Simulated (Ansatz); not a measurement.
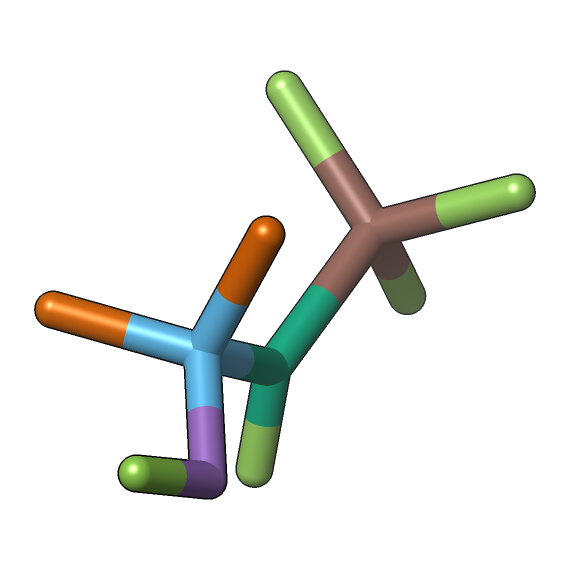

Stick drawing of a structure. Colours: oxygen purple, carbon blue, fluorine orange, nitrogen teal, silicon brown, hydrogen green.

The computed structure is the end point of a PBE0-D4/def2-TZVP optimisation. No frequency run is at hand to confirm it as a minimum.

Describe the molecule.

The molecule is CH₅F₂NOSi. As SMILES it reads `OC(F)(F)N[SiH3]`. It has no ring. Among its groups: alcohol, C–F bond, Si–H bond, Si–N bond. The point group is C1. Coordination: 1 O bent; 1 C tetrahedral; 1 N trigonal planar; 1 Si tetrahedral.

More results for the same structure follow; atom numbers are the same in all pictures, views and colours differ.

### Shape

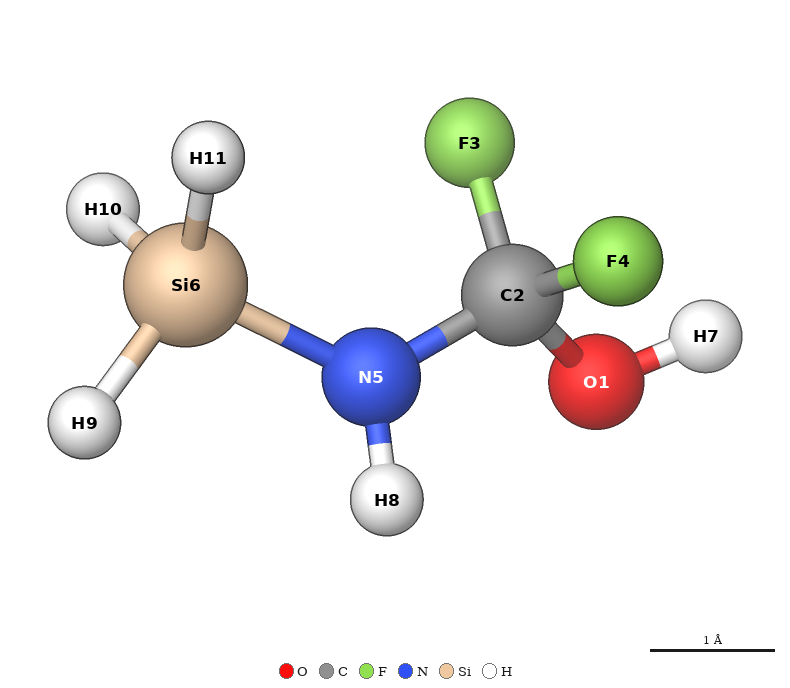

The atoms are numbered. No frequency run is at hand to confirm it as a minimum.

List the bonds and their lengths.

```json
{"bond": "O1–C2", "length (Å)": "1.355", "order": "single"}
{"bond": "O1–H7", "length (Å)": "0.964", "order": "single"}
{"bond": "C2–F3", "length (Å)": "1.364", "order": "single"}
{"bond": "C2–F4", "length (Å)": "1.378", "order": "single"}
{"bond": "C2–N5", "length (Å)": "1.385", "order": "single"}
{"bond": "N5–Si6", "length (Å)": "1.737", "order": "single"}
{"bond": "N5–H8", "length (Å)": "1.006", "order": "single"}
{"bond": "Si6–H9", "length (Å)": "1.484", "order": "single"}
{"bond": "Si6–H10", "length (Å)": "1.483", "order": "single"}
{"bond": "Si6–H11", "length (Å)": "1.483", "order": "single"}
```

### Dipole moment

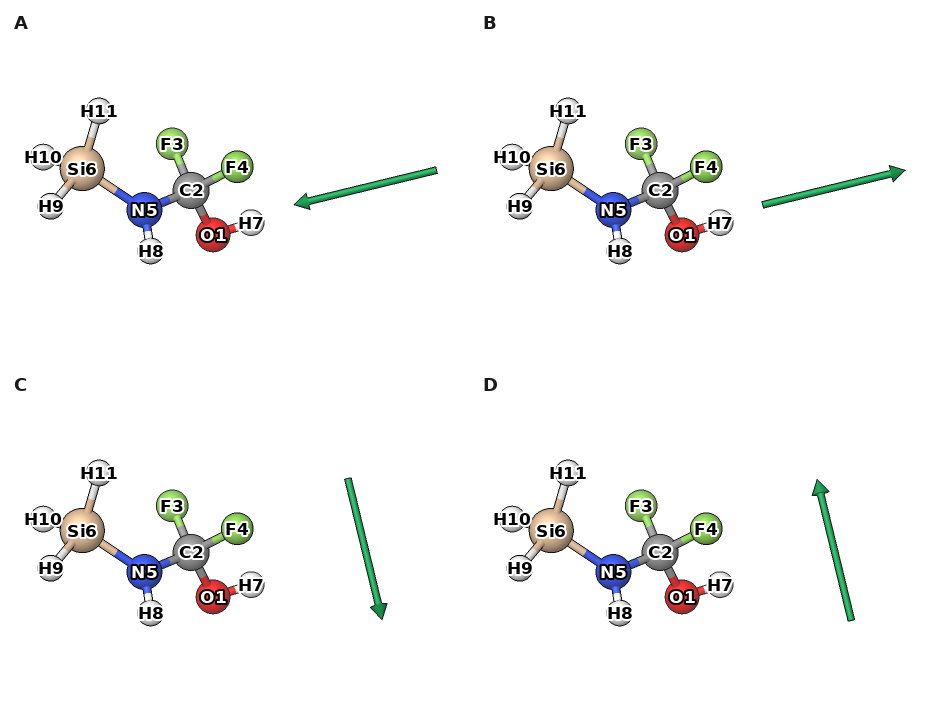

The same molecule four times, each with an arrow. No frequency run is at hand to confirm it as a minimum. Level of theory: RKS ωB97M-V/def2-TZVPP (Ansatz 0.2.0).

Which arrow points along the dipole moment, from the negative to the positive end?

Answer. C. The dipole moment is 1.33 D; it points from the side of H11 to the side of H8 (the outermost atoms at the two ends).

### Charges

The questions are on Mulliken charges. No frequency run is at hand to confirm it as a minimum. Properties computed with RKS PBE0-D4/def2-TZVP (Ansatz 0.2.0).

Give the Mulliken charges atom by atom.

```json
{"atom": "O1", "value (e)": "−0.40"}
{"atom": "C2", "value (e)": "0.45"}
{"atom": "F3", "value (e)": "−0.19"}
{"atom": "F4", "value (e)": "−0.20"}
{"atom": "N5", "value (e)": "−0.42"}
{"atom": "Si6", "value (e)": "0.25"}
{"atom": "H7", "value (e)": "0.33"}
{"atom": "H8", "value (e)": "0.24"}
{"atom": "H9", "value (e)": "−0.03"}
{"atom": "H10", "value (e)": "−0.02"}
{"atom": "H11", "value (e)": "−0.02"}
```

### Levels of theory compared

No frequency run is at hand to confirm it as a minimum. Program: Ansatz 0.2.0.

At this fixed geometry, give HOMO–LUMO gap (eV) at these levels: B3LYP-D4/def2-TZVPP; PBE-D4/def2-TZVPP; PBE0-D4/def2-TZVPP; r2SCAN-D4/def2-TZVPP; ωB97M-V/def2-TZVPP; ωB97X-V/def2-TZVPP.

```json
{"level": "B3LYP-D4/def2-TZVPP", "HOMO–LUMO gap (eV)": "7.92"}
{"level": "PBE-D4/def2-TZVPP", "HOMO–LUMO gap (eV)": "6.09"}
{"level": "PBE0-D4/def2-TZVPP", "HOMO–LUMO gap (eV)": "8.41"}
{"level": "r2SCAN-D4/def2-TZVPP", "HOMO–LUMO gap (eV)": "6.93"}
{"level": "ωB97M-V/def2-TZVPP", "HOMO–LUMO gap (eV)": "12.32"}
{"level": "ωB97X-V/def2-TZVPP", "HOMO–LUMO gap (eV)": "12.83"}
```

Mulliken values depend strongly on the basis set and can even reverse the polarity of a bond.
